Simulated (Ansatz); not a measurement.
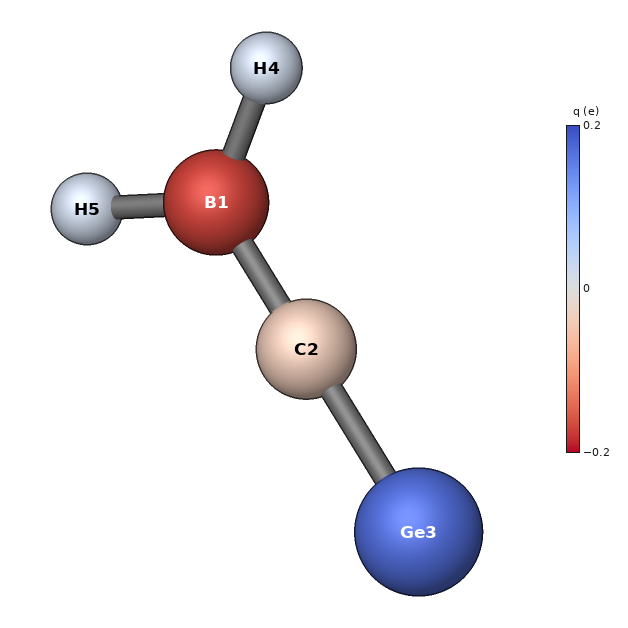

Atoms are coloured by their Mulliken charges. The species is neutral and a spin doublet. The geometry was computed by an optimisation with PBE-D4/def2-SVP. No frequency run is at hand to confirm it as a minimum. Properties computed with UKS PBE-D4/def2-SVP (Ansatz 0.2.0).

List the Mulliken charges.

```json
{"atom": "B1", "value (e)": "−0.17"}
{"atom": "C2", "value (e)": "−0.03"}
{"atom": "Ge3", "value (e)": "0.17"}
{"atom": "H4", "value (e)": "0.02"}
{"atom": "H5", "value (e)": "0.02"}
```

Mulliken values depend strongly on the basis set and can even reverse the polarity of a bond.
